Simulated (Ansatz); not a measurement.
# How far to go with the plane-wave cutoff: LuAu4 (I4, 5 atoms in the cell)

```xyz
5
Lattice="-3.3330 3.3330 2.0601 3.3330 -3.3330 2.0601 3.3330 3.3330 -2.0601" Properties=species:S:1:pos:R:3 pbc="T T T"
Lu     0.0000     0.0000     0.0500
Au     2.6586     1.3342     0.0000
Au     0.6744     1.9988     2.0601
Au     1.9988    -0.6744     2.0601
Au     1.3342     4.0074     0.0000
```

Method: LDA (PW92), default PAW files made with PBE (plane waves; Ansatz, a quantum-chemistry and plane-wave program).

Base settings: basis.ecutwfc = 420 eV; kpoints.mp_grid.grid = 5 5 5; hamiltonian.xc = lda; hamiltonian.pseudopotentials = {kind: paw} (the program's default PAW files); scf.occupations.method = fermi_dirac; scf.occupations.width = 0.1 eV.

The second cell is the first with its lattice scaled by 0.98.

The mesh stays at the base's, so the ladder's end is converged at best in this setting alone.

The first pressure column holds Ansatz's estimate of the finite-basis (Pulay) stress, which hides part of the cutoff error; the other is without it.

Only quantities that move along the ladder and can be compared are tabulated.

The count of work is k-points × plane waves × bands × iterations; it is no time. 

The starting cell comes from a database of computed structures (which also holds hypothetical and non-ambient phases and stackings), without a prior relaxation at this level. Its lattice was rescaled by up to half a per cent. One atom was moved a little off its site on purpose. In the base run, with a pressure of about -7 GPa the cell is away from its equilibrium volume at this level.

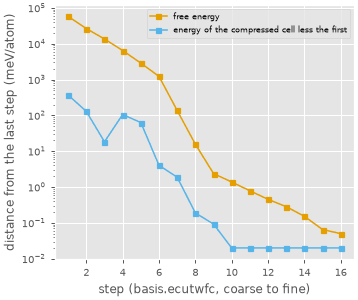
*Distance from the last step along the ladder; very small values are drawn at a floor.*

```tsv
basis.ecutwfc	free energy less the last step's (meV/atom)	energy of the compressed cell less the first (meV/atom)	pressure (GPa)	pressure without the Pulay estimate (GPa)	largest difference of a force vector from the last step's (eV/Å)	count of work / last
145 eV	58281.08	-388.45	-65.07	-1627.82	1.438	0.059
170 eV	26544.74	-145.43	-39.05	-885.07	0.812	0.079
190 eV	13596.53	-34.52	1.28	-529.28	0.300	0.092
210 eV	6479.30	89.93	5.95	-301.52	0.276	0.11
230 eV	2886.17	47.11	-0.53	-163.27	0.140	0.12
250 eV	1226.58	-12.05	-4.17	-85.12	0.103	0.12
295 eV	137.17	-17.97	-6.89	-19.07	0.029	0.13
335 eV	15.72	-16.28	-6.68	-8.36	0.003	0.16
380 eV	2.38	-16.00	-6.63	-6.74	0.000	0.26
420 eV	1.38	-16.07	-6.65	-6.69	0.000	0.27
460 eV	0.79	-16.10	-6.65	-6.68	0.000	0.30
505 eV	0.45	-16.08	-6.64	-6.66	0.000	0.36
565 eV	0.28	-16.08	-6.64	-6.65	0.000	0.41
630 eV	0.15	-16.08	-6.65	-6.65	0.000	0.49
735 eV	0.07	-16.09	-6.65	-6.65	0.000	0.62
840 eV	0.03	-16.09	-6.65	-6.65	0.000	0.66
1010 eV	0.00	-16.09	-6.65	-6.65	0.000	1.0
```

Coarsest basis.ecutwfc that holds the pressure without the Pulay estimate within 0.5 GPa of the last step, with all finer ones: 380 eV, at 0.26 of the last step's count of work; the step before is off by 1.7 GPa.

Coarsest basis.ecutwfc that holds the free energy within 1 meV/atom of the last step, with all finer ones: 460 eV, at 0.30 of the last step's count of work; the step before is off by 1.4 meV/atom.

Coarsest basis.ecutwfc that holds the pressure within 1 GPa of the last step, with all finer ones: 295 eV, at 0.13 of the last step's count of work; the step before is off by 2.5 GPa.

The energy difference between the two cells stays within 1 meV/atom of the last step's from 335 eV on, the total only from 460 eV on: much of the error is common to both cells and cancels.

At the lowest cutoff the pressure without the Pulay estimate lies 1620 GPa under the last step's, the usual sign of Pulay stress in an incomplete plane-wave basis.

Keys are those of Ansatz 0.2.
